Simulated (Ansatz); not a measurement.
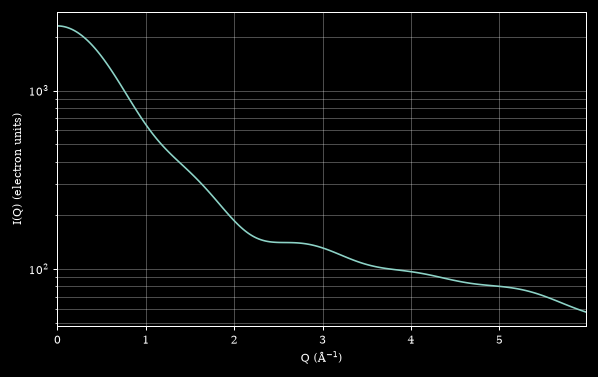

Elastic X-ray scattering of a randomly oriented, rigid molecule, calculated with the Debye equation from neutral-atom form factors (independent atoms, no Compton part, no vibration). The geometry is the end point of an optimisation (RKS PBE0-D4/STO-3G in Ansatz); it may be a saddle point or a higher isomer. It contains O, C, N, Si, H.

### How many electrons does the independent-atom model of the molecule hold?

I(0) is the square of the electron number: I(0) = 2300, so about 48 electrons, the count of C2H7NOSi.

### What radius of gyration does the initial fall-off give?

From I(Q) ≈ I(0) exp(−Q²R²/3) at small Q, R ≈ 2.22 Å. It is larger than the electron-weighted radius of the nuclear positions alone (2.09 Å), because each atom's electron cloud adds to it.
